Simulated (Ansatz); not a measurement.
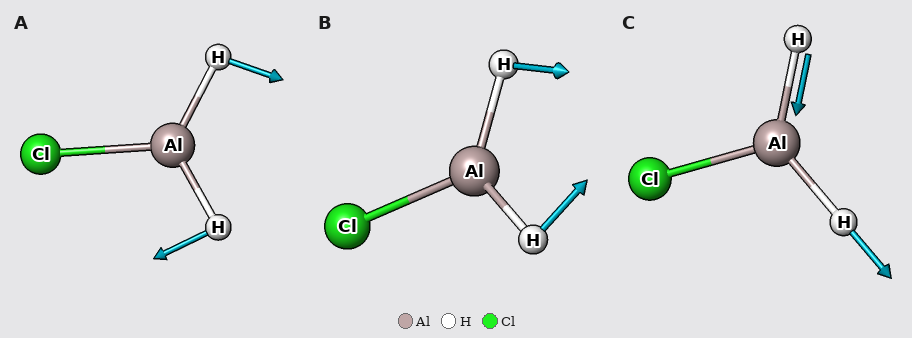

3 normal modes of one molecule or complex, as arrows. Harmonic vibrations computed with RKS PBE0-D4/def2-TZVP (Ansatz 0.2.0) at a stationary point of the same level.

Question: Match the panels to the wavenumbers 509 cm⁻¹, 777 cm⁻¹, 1977 cm⁻¹.

Answer: A: 509 cm⁻¹, Cl–Al–H bending
B: 777 cm⁻¹, H–Al–H bending
C: 1977 cm⁻¹, out-of-phase stretching of 2 Al–H bonds
